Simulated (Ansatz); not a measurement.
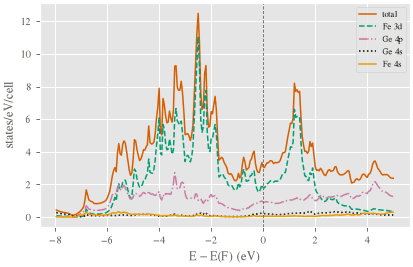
Fig. 1. Total and projected density of states of FeGe in space group P6/mmm (No. 191; Fe on 3f, Ge on 1a, Ge on 2d), the program Ansatz at the r²SCAN level (PAW)

**Question.** Which orbitals carry the states next to the Fermi level?

**Answer.** Within 0.5 eV of the Fermi level: Fe 3d 64 %, Ge 4p 26 %, Ge 4s 6 %. Projections are on Löwdin-orthogonalised atomic valence shells; empty p or d shells of many metals are not among them.

**Question.** Where is the tallest occupied peak in this window, and what makes it?

**Answer.** Near -2.5 eV, about 12 states/eV per cell; the largest projected share is Fe 3d.

The workflow started from a Materials Project entry (that database holds measured and hypothetical structures alike); the Crystallography Open Database copy checked does not list it. COD files the formula under space group No. 198, so this cell is another polymorph or a model. Whether it is the stable phase at ambient conditions was not checked. The cell was relaxed with r²SCAN under the symmetry of its start; whether a distortion lowers the energy is not shown. Magnetic state: ferromagnetic, the only order run, not a proven ground state. Other orbital occupations within this spin state were not tried. Scalar-relativistic: spin–orbit coupling is off unless named, which matters more the heavier the elements.

Potentials: the later of the program's two PAW sets.
